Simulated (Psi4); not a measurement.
**PBE0/def2-SVPD run of SiPH4F (SMILES FP[SiH3])**

What is the vertical singlet–triplet gap of SiPH4F at PBE0/def2-SVPD? 

The results are computed with Psi4 1.11.

## (1) Starting point

SiPH4F: 7 atoms, total charge 0, spin state singlet. As SMILES, `FP[SiH3]`. The shape is that of a GFN2-xTB optimisation.

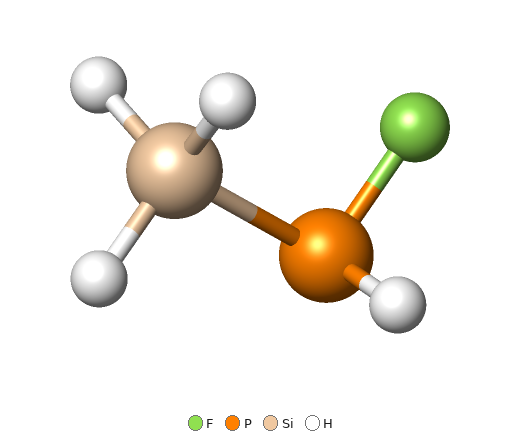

Viewed from a chosen angle; fluorine green, phosphorus orange, silicon light orange, hydrogen white.

## (2) The energy at PBE0/def2-SVPD

Contents of calc.in:

```
memory 1.6 GB

molecule mol {
  F
  P 1 1.644512
  Si 2 2.261084 1 96.99879
  H 2 1.401949 1 93.30253 3 -95.07518
  H 3 1.462217 2 105.16365 4 -74.42142
  H 3 1.463914 5 110.52449 2 -121.74888
  H 3 1.462589 5 111.28192 6 -122.54579
  symmetry c1
  no_reorient
  no_com
}

set basis def2-SVPD
set puream true
set e_convergence 1e-09
set d_convergence 1e-08
set scf_type pk
set dft_radial_points 99
set dft_spherical_points 590

energy_value, wavefunction = energy('pbe0', return_wfn=True)
```

Run with:

```sh
psi4 calc.in calc.out -n 1
```

calc.out:

```text
[...]
  Running in c1 symmetry.
[...]
  Nuclear repulsion =  153.777947279422250
[...]
  Multiplicity = 1
[...]
  Nalpha       = 21
  Nbeta        = 21
[...]
    Number of basis functions: 103
[...]
   @RKS iter   1:  -732.42618991971904   -3.35050e-01   3.32885e-03 DIIS/ADIIS
[...]
   @RKS iter  11:  -732.47706259373183   -2.27374e-13   1.87473e-09 DIIS
[...]
    Orbital Energies [Eh]
    ---------------------
    Doubly Occupied:
       1A    -77.259454     2A    -66.252010     3A    -24.779806
       4A     -6.663403     5A     -5.345764     6A     -4.807063
       7A     -4.801239     8A     -4.798206     9A     -3.683364
      10A     -3.682365    11A     -3.682127    12A     -1.206051
      13A     -0.672086    14A     -0.562742    15A     -0.496009
      16A     -0.465936    17A     -0.458372    18A     -0.383535
      19A     -0.380154    20A     -0.342268    21A     -0.274934
[...]
  @RKS Final Energy:  -732.47706259373183
   => Energetics <=
    Nuclear Repulsion Energy =            153.7779472794222499
    One-Electron Energy =               -1320.6460810426760872
    Two-Electron Energy =                 476.5317581996072249
    DFT Exchange-Correlation Energy =     -42.1406870300852532
    Empirical Dispersion Energy =           0.0000000000000000
    VV10 Nonlocal Energy =                  0.0000000000000000
    Total Energy =                       -732.4770625937318300
[...]
 Multipole Moments:
 ------------------------------------------------------------------------------------
     Multipole            Electronic (a.u.)      Nuclear  (a.u.)        Total (a.u.)
 ------------------------------------------------------------------------------------
 L = 1.  Multiply by 2.5417464519 to convert [e a0] to [Debye]
 Dipole X            :          1.0149237           -1.2297627           -0.2148389
 Dipole Y            :          5.5098758           -5.8685627           -0.3586869
 Dipole Z            :         -2.6384215            3.1526341            0.5142126
 Magnitude           :                                                    0.6627418
[...]
```

Run time: 20 s. Hardware: 1 thread of Intel Xeon Platinum 8375C at 2.90GHz (Ice Lake), shared host; peak memory 0.7 GiB.

## (3) The triplet: energy and gradient at UPBE0/def2-SVPD

Contents of input.in:

```
memory 1600 mb

molecule molecule1 {
  0 3
  F     -0.372400    -1.711580     1.302680
  P     -0.059070    -1.441710    -0.288990
  Si     0.379470     0.769400    -0.112420
  H     -1.412400    -1.263380    -0.608610
  H      0.410150     1.264290    -1.488000
  H     -0.633570     1.482800     0.667230
  H      1.687820     0.900200     0.528110
  units angstrom
  symmetry c1
}

set basis def2-SVPD
set reference uks
set puream true
set e_convergence 1e-09
set d_convergence 1e-08
set scf_type pk
set dft_radial_points 99
set dft_spherical_points 590
set maxiter 200

energy_value, wavefunction = gradient("pbe0", return_wfn=True)
oeprop(wavefunction, "MULLIKEN_CHARGES", "QUADRUPOLE", "WIBERG_LOWDIN_INDICES", title="PBE0")
print_variables()
```

Run with:

```sh
psi4 -i input.in -o input.out -n 1
```

input.out, cut to the lines that bear on the results:

```text
[...]
  Running in c1 symmetry.
[...]
  Nuclear repulsion =  153.777950530200940
[...]
  Multiplicity = 3
[...]
  Nalpha       = 22
  Nbeta        = 20
[...]
    Number of basis functions: 103
[...]
   @UKS iter   1:  -732.26542126290406   -1.74280e-01   3.70545e-03 DIIS/ADIIS
[...]
   @UKS iter  14:  -732.33725265343753   -1.47793e-11   7.14554e-09 DIIS
[...]
   @S^2 Observed:                2.005239226E+00
[...]
  @UKS Final Energy:  -732.33725265343753
   => Energetics <=
    Nuclear Repulsion Energy =            153.7779505302009397
    One-Electron Energy =               -1320.0286624466734793
    Two-Electron Energy =                 476.0406237503203215
    DFT Exchange-Correlation Energy =     -42.1271644872853415
    Empirical Dispersion Energy =           0.0000000000000000
    VV10 Nonlocal Energy =                  0.0000000000000000
    Total Energy =                       -732.3372526534375311
[...]
  -Total Gradient:
     Atom            X                  Y                   Z
    ------   -----------------  -----------------  -----------------
       1        0.010016478482     0.013452264431    -0.048632490901
       2       -0.004204751554    -0.029830606243     0.039350945277
       3       -0.019382519326     0.010485557126     0.003760961583
       4        0.012577089213     0.018081404626     0.006370430050
       5        0.000505212080    -0.006402928565     0.009453007524
       6        0.010535966813    -0.001074614135    -0.006479494486
       7       -0.010043137694    -0.004688095693    -0.003818285028
[...]
 Multipole Moments:
 ------------------------------------------------------------------------------------
     Multipole            Electronic (a.u.)      Nuclear  (a.u.)        Total (a.u.)
 ------------------------------------------------------------------------------------
[...]
  Mulliken Charges: (a.u.)
   Center  Symbol    Alpha    Beta     Spin     Total
       1     F     4.79420  4.67856  0.11564 -0.47276
       2     P     8.27745  6.62596  1.65149  0.09658
       3    SI     7.31557  7.12424  0.19134 -0.43981
       4     H     0.36488  0.38892 -0.02403  0.24620
       5     H     0.41049  0.38535  0.02515  0.20416
       6     H     0.42383  0.38535  0.03848  0.19082
       7     H     0.41357  0.41163  0.00194  0.17480
   Total alpha = 22.00000, Total beta = 20.00000, Total charge = -0.00000
  Wiberg Bond Indices using Orthogonal Lowdin Orbitals:
[...]
```

Run time: 42 s. Hardware: 1 thread of Intel Xeon Platinum 8375C at 2.90GHz (Ice Lake), shared host; peak memory 0.7 GiB.

## (4) Summary of results

Level: PBE0/def2-SVPD.

```
                                        quantity          value
                           singlet: total energy  -732.47706 Eh
                          singlet: dipole moment         1.68 D
                            singlet: HOMO energy       -7.48 eV
                            singlet: LUMO energy       -1.15 eV
                          singlet: HOMO–LUMO gap        6.33 eV
                           triplet: total energy  -732.33725 Eh
                          triplet: dipole moment         1.57 D
     triplet: HOMO energy (highest over α and β)       -3.77 eV
                                   triplet: ⟨S²⟩          2.005
               triplet: largest force on an atom     2.645 eV/Å
vertical energy of the triplet above the singlet       3.804 eV
```

At this shape the triplet lies 3.80 eV (88 kcal/mol) above the singlet. Mulliken charges (triplet) run from -0.47 on F1 to +0.25 on H4; in a basis this large or diffuse they mean little.
